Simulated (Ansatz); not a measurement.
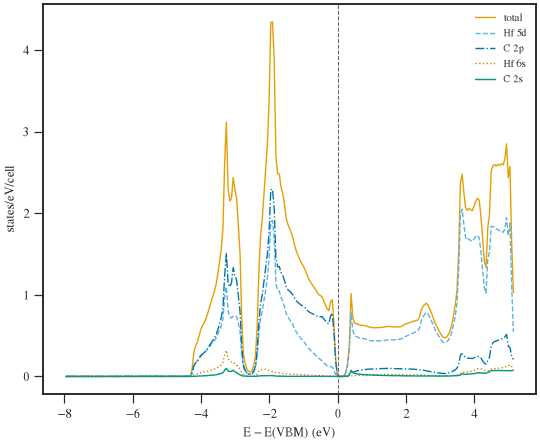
*Total and projected density of states of HfC (zinc blende, F-43m), PBEsol (plane waves, PAW; program Ansatz)*

### Question
Which orbitals carry the states next to the gap?

### Answer
Top 1 eV of the valence band: C 2p 73 %, Hf 5d 22 %. Bottom 1 eV of the conduction band: Hf 5d 75 %, C 2p 12 %, outside the projected shells 6 %. Projections are on Löwdin-orthogonalised atomic valence shells; empty p or d shells of many metals are not among them.

### Question
Where is the tallest occupied peak in this window, and what makes it?

### Answer
Near -1.9 eV, about 4.3 states/eV per cell; the largest projected share is C 2p.

The start of the workflow was typed in or built on a structure type; neither database checked (COD, Materials Project) lists it. It is not the phase usual at ambient conditions (space group No. 225). The PBEsol relaxation kept the symmetry of its start; whether a distortion lowers the energy is not shown. The run is not spin-polarised. Scalar-relativistic: spin–orbit coupling is off unless named, which matters more the heavier the elements.

Potentials: the later of the program's two PAW sets.
